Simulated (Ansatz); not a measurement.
A relaxed structure of C. Calculation: PBE (plane waves to 420 eV, PAW, scalar-relativistic; Ansatz, a program for electronic structure).

Fd-3m, origin choice 1 (No. 227), cF8, diamond type; a = b = c = 3.5716 Å, α = β = γ = 90.00°.

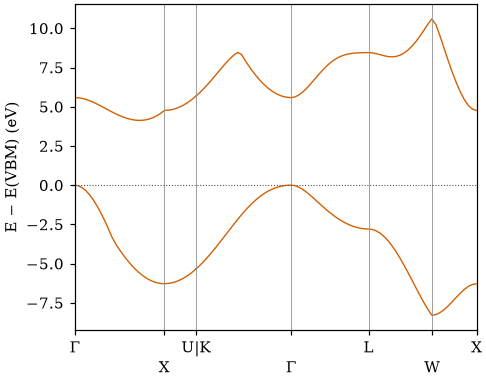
Figure: Highest filled and lowest empty band along the path of this cell's Brillouin zone

**Question.** Read off the gap and say whether it is direct.

**Answer.** 4.13 eV, indirect (valence top at Γ, conduction bottom at 71 % of the way from Γ to X) (no spin-orbit coupling).

**Question.** How far does the top valence band disperse along this path?

**Answer.** About 8.3 eV.

No spin polarisation in the result.

Measured for C: a 3.553 Å (static lattice; corrected from measurement; as listed in Daniel Mejia-Rodriguez, S. B. Trickey, Phys. Rev. B (2018)); gap 5.85 eV (static lattice; corrected from measurement; as listed in Wei Chen et al., Physical Review Materials (2018)). Computed minus measured — a: PBE +0.5 %; gap: PBE -1.72 eV. The computed values are for a static lattice, and a measured gap can be an optical one, lowered by exciton binding.

The run could not lose the symmetry of its start.

All atoms sit on sites fixed by symmetry, so only the cell could relax.
